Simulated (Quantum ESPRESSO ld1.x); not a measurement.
**Atomic calculation, with input and output: N⁺**

System: the N⁺ ion in the configuration [He] 2s2 2p2.
Method: scalar-relativistic Kohn-Sham, PBEsol, spin-unpolarised, spherical densities, point nucleus (Quantum ESPRESSO ld1.x 7.5).

## Key numbers

```tsv
quantity	value
outcome	converged
total energy	−53.744902 hartree
kinetic energy	53.635353 hartree
electron–nucleus energy	−123.635203 hartree
Hartree energy	22.220441 hartree
exchange–correlation energy	−5.965494 hartree
radius at density 0.001 e/bohr³	3.02 bohr
SCF iterations	20
hardware	1 CPU thread, shared host
wall time	1.2 s
```

## The input
```
 &input
    zed=7.0,
    iswitch=1,
    rel=1,
    dft='PBESOL',
    config='[He] 2s2 2p2',
    verbosity='high',
    prefix='ld1',
    max_out_wfc=37,
    file_charge='ld1.rho',
 /
```

## Log
```
     Program LD1 v.7.5 starts

     --------------------------- All-electron run ----------------------------

     scalar relativistic calculation

     atomic number is  7.00
     dft =PBESOL   lsd =0 sic =0 latt =0  beta=0.20 tr2=1.0E-14
     Exchange-correlation= PBESOL
                           (   1   4  10   8   0   0   0)
     mesh =1819 r(mesh) =  99.29447 a.u. xmin = -8.00 dx = 0.00800
     1 Ry =  13.60569312 eV, c = 137.03599908

     n l     nl                  e(Ry)          e(Ha)          e(eV)
     1 0     1S 1( 2.00)     -29.400631457     -14.700315728   -400.0159692
     2 0     2S 1( 2.00)      -2.374401885      -1.187200942    -32.3053834
     2 1     2P 1( 2.00)      -1.513945682      -0.756972841    -20.5982804

     final scf error:  9.2E-15 reached in  20 iterations

     Etot =    -107.489804 Ry,     -53.744902 Ha,   -1462.473284 eV

     Ekin =     107.270706 Ry,      53.635353 Ha,    1459.492309 eV
     Encl =    -247.270405 Ry,    -123.635202 Ha,   -3364.285245 eV
     Eh   =      44.440883 Ry,      22.220441 Ha,     604.649013 eV
     Exc  =     -11.930988 Ry,      -5.965494 Ha,    -162.329360 eV

     normalization and overlap integrals

     s(1S/1S) =  1.000000  <r> =   0.2301  <r2> =    0.0717  r(max) =   0.1487
     s(1S/2S) = -0.000171
     s(2S/2S) =  1.000000  <r> =   1.2473  <r2> =    1.8614  r(max) =   0.9901
     s(2P/2P) =  1.000000  <r> =   1.2765  <r2> =    2.0625  r(max) =   0.9214

     ------------------------ End of All-electron run ------------------------
```

## Orbitals

| orbital | occupation | energy (eV) | ⟨r⟩ (bohr) | outer maximum (bohr) |
| --- | --- | --- | --- | --- |
| 1s | 2 | −400.016 | 0.2301 | 0.149 |
| 2s | 2 | −32.305 | 1.247 | 0.990 |
| 2p | 2 | −20.598 | 1.277 | 0.921 |

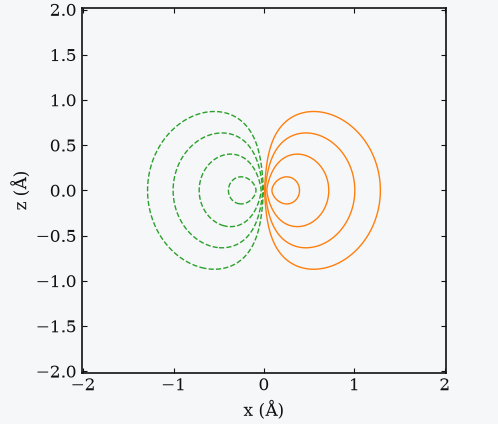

Fig. 1: One occupied orbital is shown. In the xz plane through the nucleus, contours of ψ are drawn, solid for positive and dashed for negative values, each about twice the one before. (1 bohr = 0.529 Å.) The radial function comes from the spherical calculation and is multiplied by a real spherical harmonic; the overall sign is chosen so that the largest lobe of P(r) is positive; at the scalar-relativistic level it is the large component. It is 2p(x). It has the nodal plane yz and no radial node. The maximum of P² lies at 0.921 bohr, ⟨r⟩ = 1.28 bohr, 90 % of the charge lies within 2.15 bohr, and the eigenvalue is −20.6 eV, with 2 electrons in the shell.

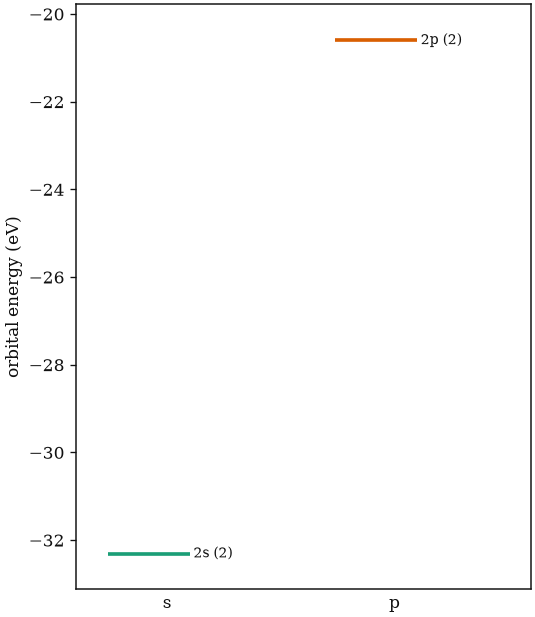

Fig. 2: The outer levels are drawn by angular momentum (occupations in brackets). The highest occupied level is 2p at −20.6 eV. From the top down the occupied levels run 2p (−20.6 eV), 2s (−32.3 eV). The semi-empirical ionisation energy (NIST) is 29.6 eV; minus the highest level, 20.6 eV, lies 30 % below it, as is usual for a semilocal functional, whose potential decays too fast.
